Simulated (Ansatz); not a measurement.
## Electronic structure of BClFH₃OSi in real space

Input

```
crystal:
  periodic: [false, false, false]
  atoms:
    - { symbol: O, position_ang: [-0.2803, -0.1481, 1.8169] }
    - { symbol: Si, position_ang: [0.5315, -0.4203, 0.3548] }
    - { symbol: B, position_ang: [-0.5739, 0.1094, -1.1844] }
    - { symbol: F, position_ang: [-0.8415, -0.8622, -2.1659] }
    - { symbol: Cl, position_ang: [-1.0851, 1.8511, -1.3699] }
    - { symbol: H, position_ang: [-0.3521, 0.9004, 1.873] }
    - { symbol: H, position_ang: [1.8183, 0.3493, 0.3585] }
    - { symbol: H, position_ang: [0.8752, -1.8368, 0.2613] }
basis:
  gaussian:
    orbitals: cc-pVDZ
hamiltonian:
  xc: pbe0
  dispersion: d4
output:
  orbitals: {}
```

Launched as:

```sh
python bclfh3osi.py
```

Level of theory: SCF PBE0, Gaussian basis in Ansatz 0.2.0.

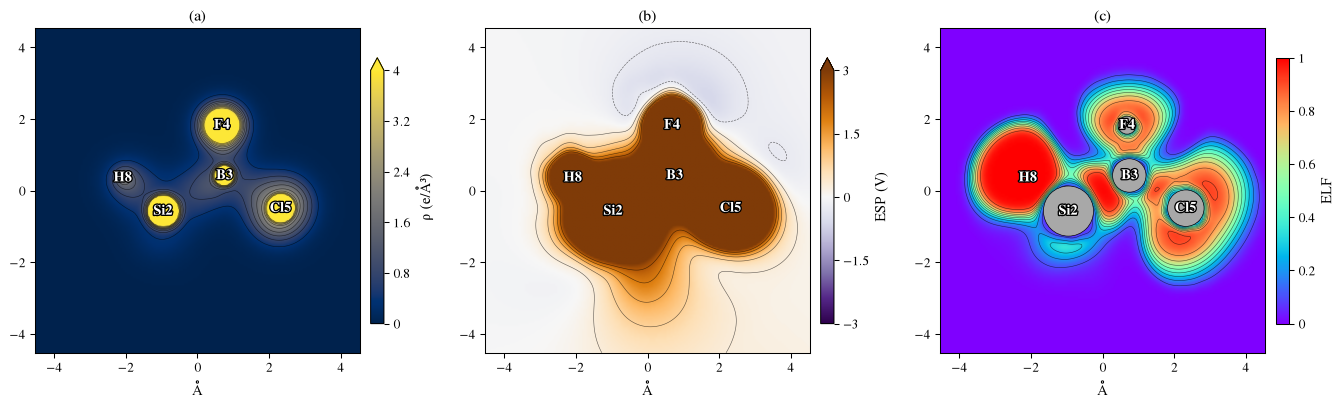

Figure 1. (a) total electron density; (b) molecular electrostatic potential; (c) electron localisation function on the plane of atoms B3, Si2 and H8. Grey discs cover the atomic cores in the ELF map.

Describe what can be read from this map.

Answer. The plane passes through Si, B, F, Cl and H nuclei. B–F (1.41 Å): ρ is about 1.7 e/Å³ halfway; the ELF peaks at about 0.85 between the atoms: a shared but strongly polarised pair. B–Cl (1.82 Å): ρ at the midpoint is about 1.2 e/Å³; the ELF peaks at about 0.90 between the atoms; a polar covalent bond. Si–B (1.97 Å): ρ is about 0.86 e/Å³ halfway; the ELF peaks at about 1 between the atoms; localised, covalent bonding. Si–H (1.46 Å): the density is about 0.79 e/Å³ at the midpoint; the ELF climbs to about 1 towards the hydrogen, as it does in any bond to H. The ELF also peaks beside Cl5 and F4, away from the bonds: lone-pair regions. Outside the dense part of the molecule the potential is most negative (−0.6 V) near F4.

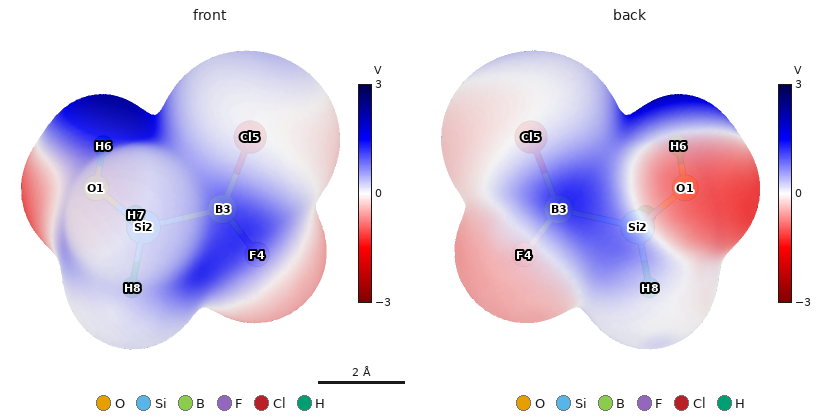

Figure 2. The molecular electrostatic potential painted on the density surface at 0.001 e/bohr³, seen from the front and from behind; red is negative and blue positive.

Describe the electrostatic potential map.

Answer. The most negative region (about −1.2 V) lies over O1, the most positive (about +2.2 V) over H6. O1 is the likeliest acceptor of a hydrogen bond.

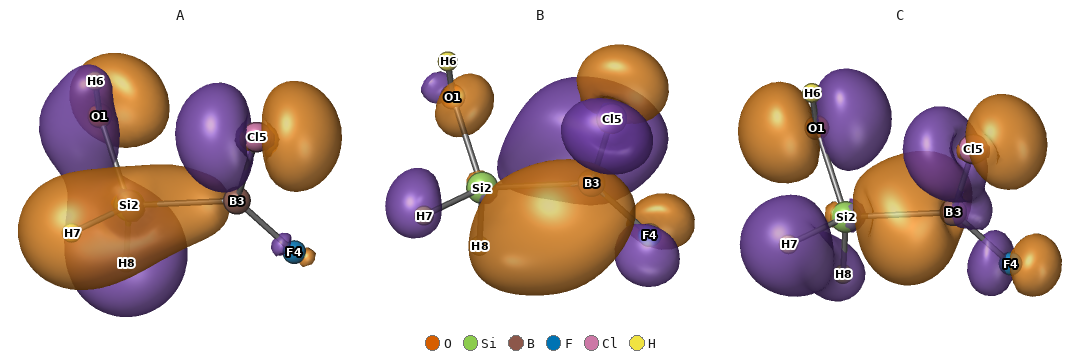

Figure 3. Three frontier orbitals at ±0.1 Å⁻³ᐟ² (orange and purple are the two phases), in no order.

Which picture is the HOMO−1, the HOMO and the LUMO?

Answer. A is the HOMO−1 (−9.24 eV). Its weight (Hirshfeld) is mainly on O1 (about 25 %), Si2 (about 20 %), Cl5 (about 20 %), H7 (about 15 %) and H8 (about 15 %). C is the HOMO (−8.25 eV). Its weight (Hirshfeld) is mainly on O1 (about 35 %), Si2 (about 20 %), B3 (about 20 %), Cl5 (about 15 %), H7 (about 5 %) and F4 (about 5 %). B is the LUMO (−2.18 eV). Its weight (Hirshfeld) is mainly on B3 (about 50 %), Si2 (about 20 %), Cl5 (about 15 %) and F4 (about 10 %).

What is the HOMO–LUMO gap?

Answer. 6.07 eV between the orbital energies.
